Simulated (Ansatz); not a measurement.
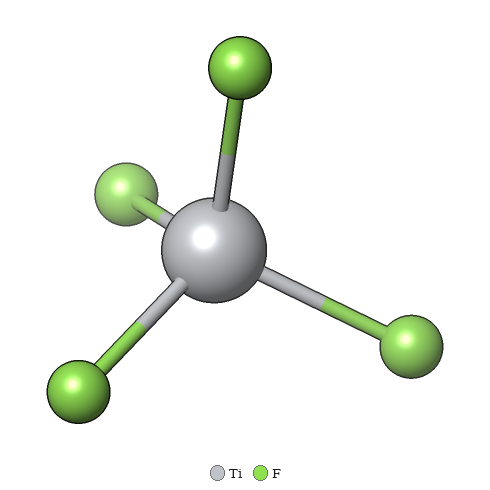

Atoms fade into the background with distance from the viewer. Charge 0, singlet. Computed geometry: PBE0-D4/def2-TZVP optimisation.

### Which symmetry elements does this geometry have?

It has 4 C3 axes, 3 C2 axes, 3 S4 axes and 6 mirror planes, so the point group is Td. The group has 24 operations. The geometry is achiral, and symmetry forbids a dipole moment.
